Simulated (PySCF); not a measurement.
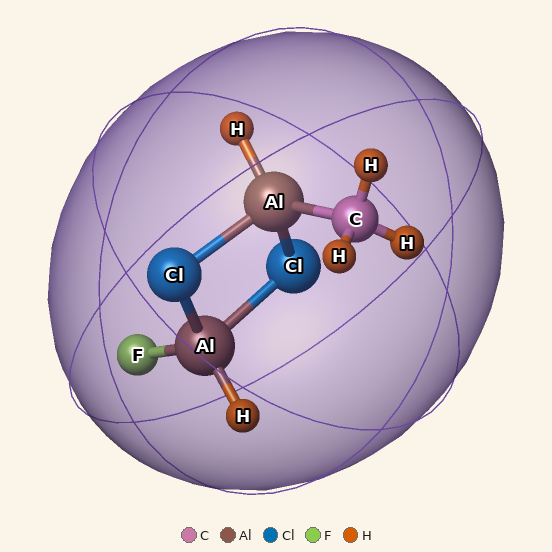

The ellipsoid shows the static dipole polarisability: its half-axes are proportional to the principal values. The geometry was computed by an optimisation with GFN2-xTB. No frequency run is at hand to confirm it as a minimum. Computed with CAM-B3LYP/def2-SVPD (PySCF 2.14.0).

### How large and how anisotropic is the polarisability?

Principal values 77.9, 79.6, 93.1 bohr³; mean 83.6 bohr³ (12.38 Å³); anisotropy 14.4 bohr³, so the longest axis is 1.19 times the shortest.

The geometry is semi-empirical. Around Al such bond lengths and angles can be off by a tenth of an ångström or more and by several degrees, and values that hang on the shape move with them.
